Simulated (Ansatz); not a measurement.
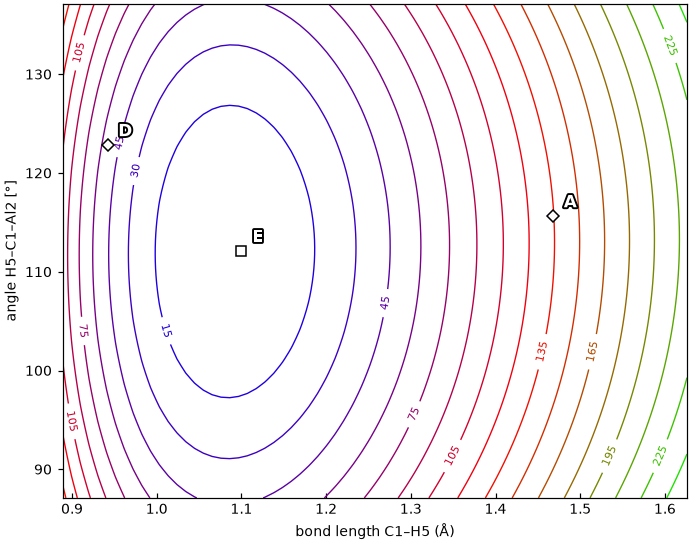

CH3AlCl2, SMILES [CH3][Al]([Cl])[Cl]. First axis: bond length C1–H5. Second axis: angle H5–C1–Al2. Nothing is relaxed (all other coordinates rigid). The grid has 15 × 15 points. Energies are in kJ/mol, from the relaxed molecule at the same level. The reference is spin-restricted, which grows unreliable where a bond is stretched far. The calculation used RHF/def2-TZVP in Ansatz.

Drawn: contour lines labelled in kJ/mol, lettered points. Between grid points the surface is interpolated.

Q: Is D the lowest point of the computed grid?

A: No. D lies 54 kJ/mol above the lowest grid point, which is at bond length C1–H5 = 1.100 Å, angle H5–C1–Al2 = 112.1°.

Q: What kind of point is each of A, D, E: minimum, saddle, maximum or slope?

A: A: on a slope; D: on a slope; E: minimum. (In these two coordinates alone; a stationary point may lie a little off the grid point.)
